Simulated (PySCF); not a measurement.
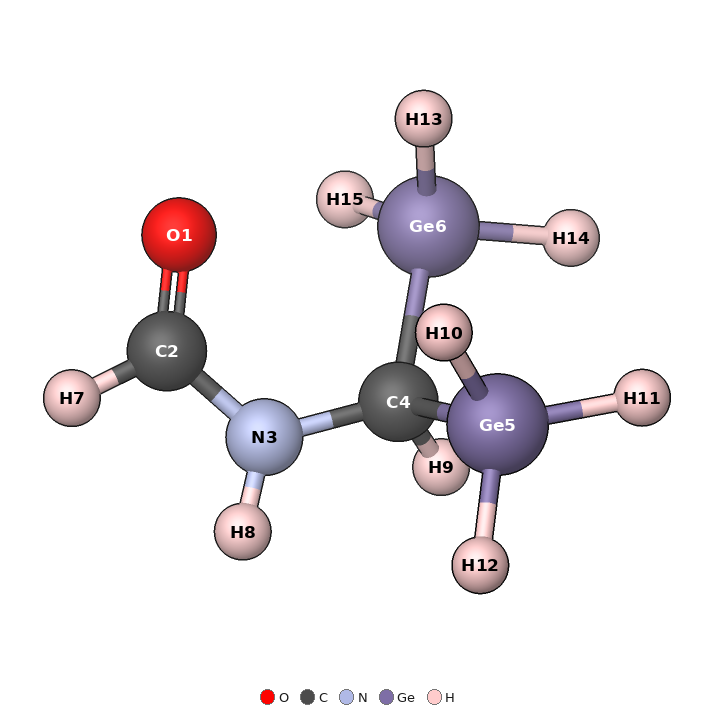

The computed structure is the end point of a PBE0-D3(BJ)/def2-SVP optimisation. No frequency run is at hand to confirm it as a minimum. Level of theory: delta-SCF UKS SCAN, pcX-2 on the ionised atom, pcseg-1 elsewhere, spin-free X2C (PySCF 2.14.0).

Give the core-electron binding energies (to vacuum) of O1 1s, C2 1s, N3 1s, C4 1s.

```csv
atom,level,binding energy (eV)
O1,1s,537.1
C2,1s,293.6
N3,1s,406.2
C4,1s,291.1
```
